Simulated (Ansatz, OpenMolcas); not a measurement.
# How methods differ on BGeH3Cl2 (SMILES Cl[B](Cl)[GeH3])

BGeH3Cl2 has 7 atoms, charge 0, and is taken as a singlet. As SMILES, `Cl[B](Cl)[GeH3]`. Geometry: relaxed at PBE0-D4/def2-TZVP.

Quantity: the HOMO–LUMO gap, in eV. The values are calculated.

```
         level                    kind     program  value (eV)
  BLYP/cc-pVDZ                     GGA  OpenMolcas        4.18
   PBE/cc-pVDZ                     GGA      Ansatz        4.13
revPBE/cc-pVDZ                     GGA  OpenMolcas        4.17
 M06-L/cc-pVDZ                meta-GGA  OpenMolcas        4.67
  TPSS/cc-pVDZ                meta-GGA  OpenMolcas        4.37
  PBE0/cc-pVDZ           global hybrid  OpenMolcas        6.26
 HSE06/cc-pVDZ  range-separated hybrid      Ansatz        5.48
B2PLYP/cc-pVDZ           double hybrid      Ansatz        8.72
```

All-electron rows without a relativistic Hamiltonian named are non-relativistic. The values span 4.13 to 8.72 eV. Orbital gaps aren't excitation energies, and those of double hybrids come from the SCF part alone; they tend to grow with the share of exact exchange.

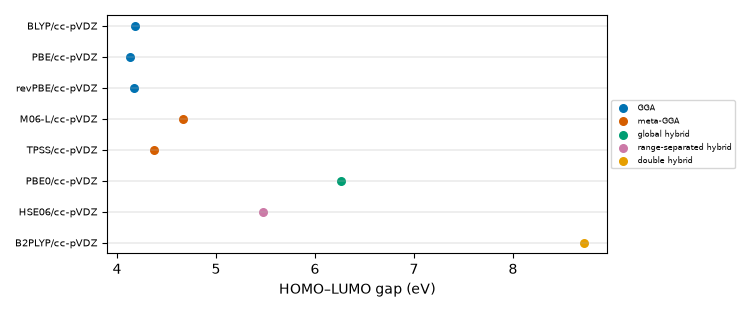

The values of the table, level by level.
